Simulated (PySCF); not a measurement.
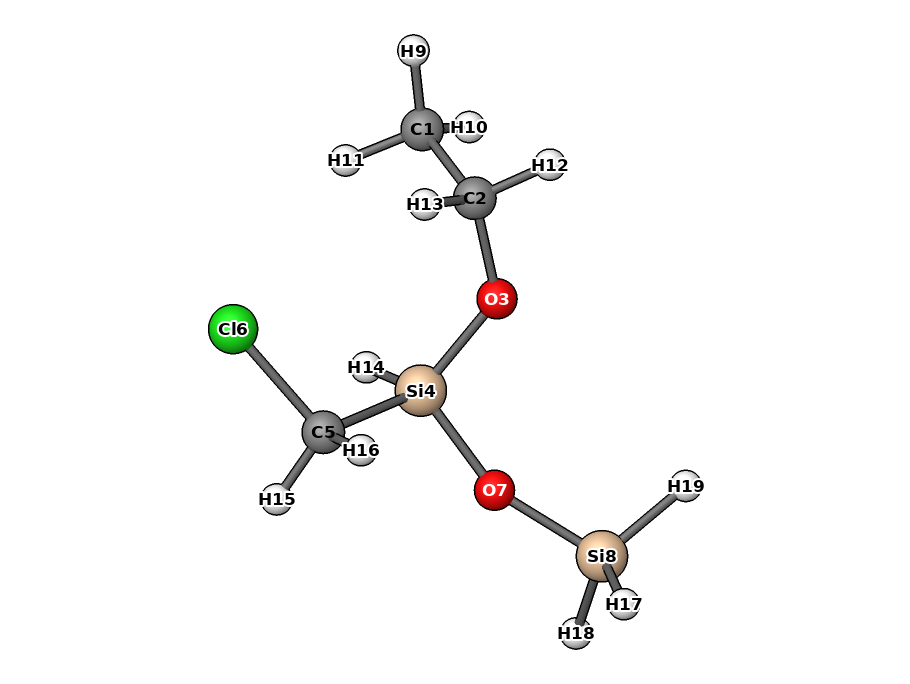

The questions are on isotropic NMR shieldings of the Si atoms. The computed structure is the end point of a GFN2-xTB optimisation. No frequency run is at hand to confirm it as a minimum. Level of theory: GIAO PBE0/pcSseg-1 NMR shielding, non-relativistic, gas phase (PySCF 2.14.0).

List the isotropic NMR shieldings of the Si atoms.

| atom | σ (ppm) |
| --- | --- |
| Si4 | 397.3 |
| Si8 | 392.6 |

The geometry is semi-empirical. Around Si such bond lengths and angles can be off by a tenth of an ångström or more and by several degrees, and values that hang on the shape move with them.
